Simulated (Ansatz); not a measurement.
**CH5AlN2Si: two geometries relaxed**

Are the two ends of the inversion of the pyramid at N1 separate minima, and which lies lower? Each is relaxed from a guess. SMILES of the start: [NH2][Al]1[N]=C[SiH2]1.

Method: RKS B3LYP-D4/def2-SVP, in Ansatz 0.2.0.

## (1) The starting structure

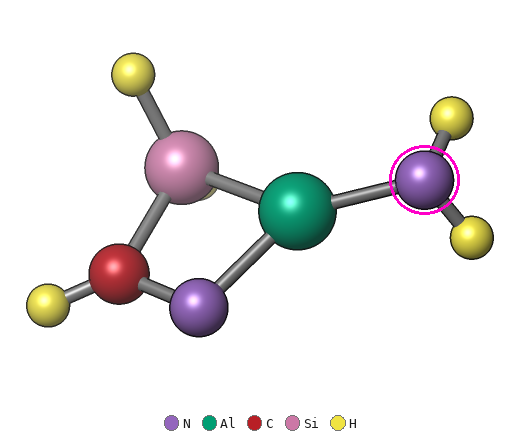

Start, viewed from a free direction; nitrogen purple, aluminium teal, carbon red, silicon pink, hydrogen yellow. Ringed: N1.

Structure file:

```xyz
10

N    -1.1178    1.6388   -1.6002
Al   -0.3373    0.2748   -0.6235
N    -0.1517   -1.6210   -0.6812
C     0.6882   -1.8830    0.3946
Si    0.8078   -0.1461    1.0225
H    -0.9963    2.5822   -1.0817
H    -2.1678    1.5063   -1.5782
H     1.0375   -2.8061    0.7961
H     0.1200    0.0743    2.3659
H     2.2004    0.3286    0.9887
```

## (2) End point A

input.yaml

```yaml
crystal:
  periodic: [false, false, false]
  atoms:
    - { symbol: "N", position_ang: [-1.1178, 1.6388, -1.6002] }
    - { symbol: Al, position_ang: [-0.3373, 0.2748, -0.6235] }
    - { symbol: "N", position_ang: [-0.1517, -1.621, -0.6812] }
    - { symbol: C, position_ang: [0.6882, -1.883, 0.3946] }
    - { symbol: Si, position_ang: [0.8078, -0.1461, 1.0225] }
    - { symbol: H, position_ang: [-0.9963, 2.5822, -1.0817] }
    - { symbol: H, position_ang: [-2.1678, 1.5063, -1.5782] }
    - { symbol: H, position_ang: [1.0375, -2.8061, 0.7961] }
    - { symbol: H, position_ang: [0.12, 0.0743, 2.3659] }
    - { symbol: H, position_ang: [2.2004, 0.3286, 0.9887] }
basis:
  gaussian: { orbitals: def2-SVP }
hamiltonian:
  xc: b3lyp
  dispersion: d4
relax:
  f_tol: 0.015
  max_steps: 40
```

Launch:

```bash
$ ansatz run input.yaml --threads 2 --pin off --max-ram 3072MiB --backend cpu --events-out ev --progress --plain --runs-dir out
```

Output, cut to the lines that bear on the results:

```text
Warning: RAYON_NUM_THREADS=2 ignored (pool sized by the plan → 2); use --threads N
[...]
Functional definition: B3LYP
[...]
1099 factors; integrals over basis functions are off by at most 4.4e-4 eV
[...]
mean field -18564.01297330 eV, -682.2148936288 hartree, gradient 4.4e-5 eV, S^2 0.000000; 0 other end points of the search recorded, 0 dependent functions left out
[...]
reference -18564.01324787 eV, -682.2149037190 hartree; 26, 26 occupied and 77, 77 virtual orbitals, 1099 factors
relax step   1: F+E_penalty+E_count = -18564.39364176 eV  Δ(F+E_penalty+E_count) = +0.000e0 eV  max|allowed force component| = 5.844e0 eV/Å  Δτ_max = 0.0000 Å  (29 SCF iters, accepted)
[...]
relax step   3: F+E_penalty+E_count = -18566.36031701 eV  Δ(F+E_penalty+E_count) = -2.988e-1 eV  max|allowed force component| = 1.668e0 eV/Å  Δτ_max = 0.1949 Å  (36 SCF iters, accepted)
[...]
relax step   5: F+E_penalty+E_count = -18566.67154407 eV  Δ(F+E_penalty+E_count) = -9.798e-2 eV  max|allowed force component| = 1.027e0 eV/Å  Δτ_max = 0.1940 Å  (31 SCF iters, accepted)
[...]
relax step   7: F+E_penalty+E_count = -18566.75350141 eV  Δ(F+E_penalty+E_count) = -1.252e-2 eV  max|allowed force component| = 2.496e-1 eV/Å  Δτ_max = 0.0804 Å  (31 SCF iters, accepted)
[...]
relax step   9: F+E_penalty+E_count = -18566.75811639 eV  Δ(F+E_penalty+E_count) = -2.434e-4 eV  max|allowed force component| = 1.845e-2 eV/Å  Δτ_max = 0.0157 Å  (30 SCF iters, accepted)
[...]
relax step  10: F+E_penalty+E_count = -18566.75818122 eV  Δ(F+E_penalty+E_count) = -6.484e-5 eV  max|allowed force component| = 1.080e-2 eV/Å  Δτ_max = 0.0096 Å  (25 SCF iters, accepted)
1099 factors; integrals over basis functions are off by at most 5.7e-4 eV
[...]
mean field -18566.38908016 eV, -682.3022139452 hartree, gradient 1.4e-5 eV, S^2 0.000000; 1 other end points of the search recorded, 0 dependent functions left out
[...]
reference -18566.38935463 eV, -682.3022240320 hartree; 26, 26 occupied and 77, 77 virtual orbitals, 1099 factors
Total energy: -18566.75845570 eV, -682.3157882461 hartree
Atom 0 at    -1.365642     1.565240    -1.474740 Å, force    -0.004794     0.002800    -0.004498 eV/Å
Atom 1 at    -0.435614     0.423820    -0.496649 Å, force     0.006013     0.002685     0.009300 eV/Å
Atom 2 at    -0.299980    -1.432769    -0.676722 Å, force     0.001073    -0.002198     0.000386 eV/Å
Atom 3 at     0.493379    -1.675322     0.307701 Å, force    -0.000888    -0.007049    -0.001459 eV/Å
Atom 4 at     1.055042    -0.104098     1.333546 Å, force    -0.008635     0.010798    -0.008565 eV/Å
Atom 5 at    -1.406941     2.570112    -1.331137 Å, force     0.000671    -0.001750    -0.000827 eV/Å
Atom 6 at    -1.943800     1.305271    -2.270135 Å, force     0.003959    -0.000556     0.004572 eV/Å
Atom 7 at     0.811905    -2.721115     0.523850 Å, force     0.001257     0.001260     0.001403 eV/Å
Atom 8 at     0.642089    -0.129186     2.774191 Å, force     0.001548    -0.003257    -0.000806 eV/Å
Atom 9 at     2.532562     0.146846     1.313095 Å, force    -0.000205    -0.002732     0.000495 eV/Å
Dipole moment:    -0.124322     0.509295    -0.062240 e Å
```

Wall time 34 s (2 threads of Arm Neoverse V1, shared host); peak memory 0.22 GiB.

Step by step:

```
step  energy from step 1 (eV)  largest force component (eV/Å)
   1                   0.0000                          5.8436
   2                  -1.6679                          2.7009
   3                  -1.9667                          1.6676
   4                  -2.1799                          0.9184
   5                  -2.2779                          1.0270
   6                  -2.3473                          0.3551
   7                  -2.3599                          0.2496
   8                  -2.3642                          0.0511
   9                  -2.3645                          0.0184
  10                  -2.3645                          0.0108
```

Step 1 is the start.

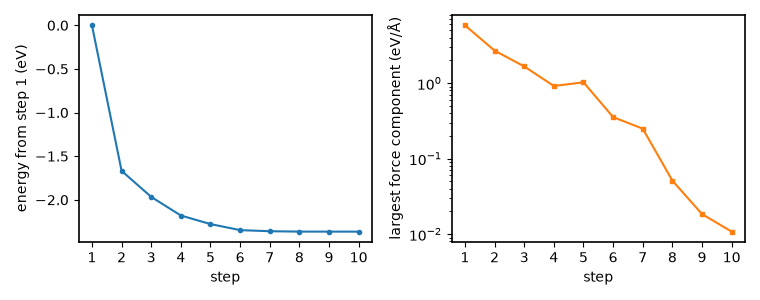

How energy and force went from step to step.

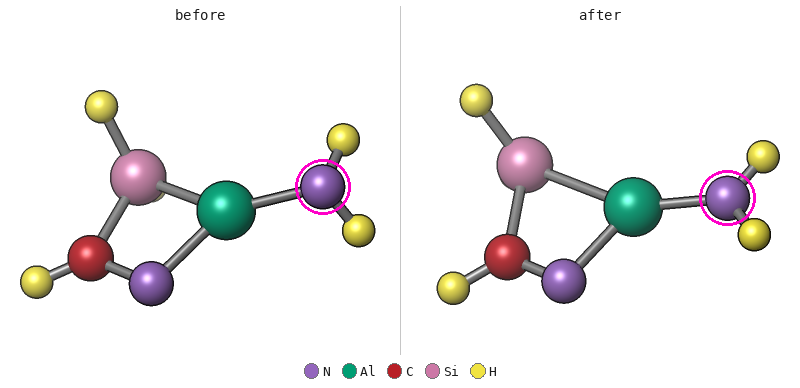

Before and after, at one scale.

After: Bond lengths: N1–Al2 1.768 Å, Al2–N3 1.870 Å, N3–C4 1.287 Å, Al2–Si5 2.419 Å, C4–Si5 1.959 Å, N1–H6 1.016 Å, N1–H7 1.017 Å, C4–H8 1.114 Å, Si5–H9 1.499 Å, Si5–H10 1.499 Å. Angles (14 of 16 angles, heavy atoms first): N1–Al2–N3 128.7°, N1–Al2–Si5 152.1°, N3–Al2–Si5 79.1°, Al2–N3–C4 99.1°, N3–C4–Si5 115.2°, Al2–Si5–C4 66.6°, Al2–N1–H6 125.6°, Al2–N1–H7 124.5°, N3–C4–H8 120.1°, Si5–C4–H8 124.7°, Al2–Si5–H9 124.1°, Al2–Si5–H10 124.1°, C4–Si5–H9 114.3°, C4–Si5–H10 114.2°.

## (3) Relaxing end B

The second end starts from a geometry with the move made by hand.

Changes to input.yaml since step 2:

```diff
@@ -8,4 +8,4 @@
     - { symbol: Si, position_ang: [0.8078, -0.1461, 1.0225] }
-    - { symbol: H, position_ang: [-0.9963, 2.5822, -1.0817] }
-    - { symbol: H, position_ang: [-2.1678, 1.5063, -1.5782] }
+    - { symbol: H, position_ang: [-0.35182, 2.28436, -2.01267] }
+    - { symbol: H, position_ang: [-1.54932, 1.22048, -2.4716] }
     - { symbol: H, position_ang: [1.0375, -2.8061, 0.7961] }
```

Launch:

```bash
$ ansatz run input.yaml --threads 2 --pin off --max-ram 3072MiB --backend cpu --events-out ev --progress --plain --runs-dir out
```

Output, cut to the lines that bear on the results:

```text
Warning: RAYON_NUM_THREADS=2 ignored (pool sized by the plan → 2); use --threads N
[...]
[... 1 set-up line as earlier in the session ...]
[...]
1099 factors; integrals over basis functions are off by at most 4.4e-4 eV
[...]
mean field -18564.05139677 eV, -682.2163056653 hartree, gradient 4.4e-5 eV, S^2 0.000000; 0 other end points of the search recorded, 0 dependent functions left out
[...]
reference -18564.05167085 eV, -682.2163157375 hartree; 26, 26 occupied and 77, 77 virtual orbitals, 1099 factors
relax step   1: F+E_penalty+E_count = -18564.43180440 eV  Δ(F+E_penalty+E_count) = +0.000e0 eV  max|allowed force component| = 5.918e0 eV/Å  Δτ_max = 0.0000 Å  (29 SCF iters, accepted)
[...]
relax step   5: F+E_penalty+E_count = -18566.61845927 eV  Δ(F+E_penalty+E_count) = +6.437e-3 eV  max|allowed force component| = 6.916e-1 eV/Å  Δτ_max = 0.1971 Å  (30 SCF iters, rejected (line search))
[...]
Total energy: -18566.75841812 eV, -682.3157868652 hartree
Atom 0 at    -0.985179     1.413932    -1.940742 Å, force    -0.002609     0.001414    -0.001770 eV/Å
Atom 1 at    -0.239054     0.336470    -0.754315 Å, force    -0.002759     0.011259    -0.004249 eV/Å
Atom 2 at    -0.167883    -1.532062    -0.760265 Å, force     0.012355    -0.012470     0.011256 eV/Å
Atom 3 at     0.506705    -1.713275     0.321376 Å, force    -0.012491    -0.002408    -0.002066 eV/Å
Atom 4 at     1.011845    -0.077018     1.272796 Å, force     0.003104    -0.002020    -0.005934 eV/Å
Atom 5 at    -0.994277     2.429047    -1.899706 Å, force     0.000663    -0.008378     0.002189 eV/Å
Atom 6 at    -1.473644     1.096591    -2.774588 Å, force     0.002242     0.003896     0.003509 eV/Å
Atom 7 at     0.760267    -2.745721     0.656419 Å, force    -0.000349     0.008228    -0.005476 eV/Å
Atom 8 at     0.436334     0.030224     2.652495 Å, force     0.000127     0.001060    -0.000621 eV/Å
Atom 9 at     2.490847     0.126953     1.405161 Å, force    -0.000284    -0.000579     0.003163 eV/Å
Dipole moment:    -0.091791     0.505681    -0.119307 e Å
```

Wall time 55 s (2 threads of Arm Neoverse V1, shared host); peak memory 0.22 GiB.

Step by step:

```
step  energy from step 1 (eV)  largest force component (eV/Å)
   1                   0.0000                          5.9179
   2                  -1.7046                          2.7167
   3                  -1.9759                          1.8859
   4                  -2.1931                          0.8551
  5x                  -2.1867                          0.6916
   6                  -2.2914                          0.4071
   7                  -2.3133                          0.2004
   8                  -2.3216                          0.2119
  9x                  -2.3119                          0.3428
 10x                  -2.3213                          0.2453
  11                  -2.3250                          0.0368
 12x                  -2.3219                          0.1415
  13                  -2.3257                          0.0308
  14                  -2.3258                          0.0610
  15                  -2.3261                          0.0309
  16                  -2.3262                          0.0188
  17                  -2.3263                          0.0125
```

Step 1 is the start. 4 steps were tried and not accepted (marked x).

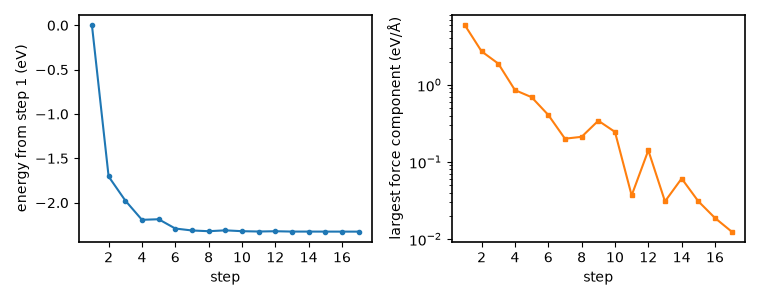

Energy and largest force along the relaxation.

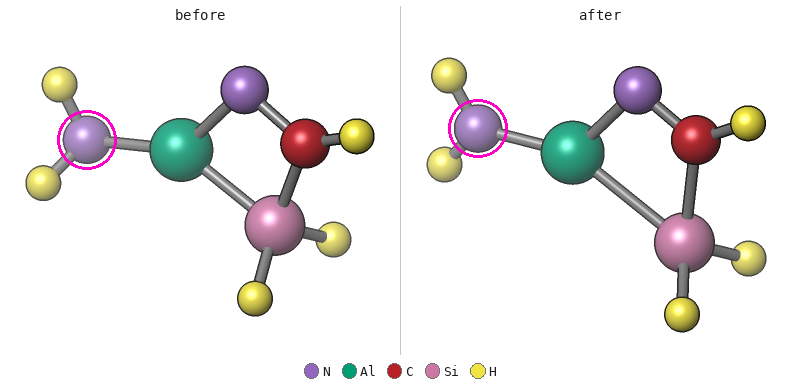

The structure before (left) and after (right), drawn at the same scale.

After: Bond lengths: N1–Al2 1.768 Å, Al2–N3 1.870 Å, N3–C4 1.288 Å, Al2–Si5 2.418 Å, C4–Si5 1.959 Å, N1–H6 1.016 Å, N1–H7 1.017 Å, C4–H8 1.115 Å, Si5–H9 1.499 Å, Si5–H10 1.499 Å. Angles (14 of 16 angles, heavy atoms first): N1–Al2–N3 128.5°, N1–Al2–Si5 152.3°, N3–Al2–Si5 79.2°, Al2–N3–C4 99.1°, N3–C4–Si5 115.2°, Al2–Si5–C4 66.6°, Al2–N1–H6 125.8°, Al2–N1–H7 124.2°, N3–C4–H8 120.1°, Si5–C4–H8 124.7°, Al2–Si5–H9 124.1°, Al2–Si5–H10 124.1°, C4–Si5–H9 114.1°, C4–Si5–H10 114.3°.

## (4) Summary of results

```
                           quantity                     value
                              end A   9 moves, 2.365 eV lower
                              end B  12 moves, 2.326 eV lower
largest difference between the ends                    0.02 Å
            end B relative to end A                 +0.000 eV
```

Both starts fell into the same minimum (no atom differs by more than 0.02 Å), so from this start no second minimum was found and no band was run; another arrangement could still be one.
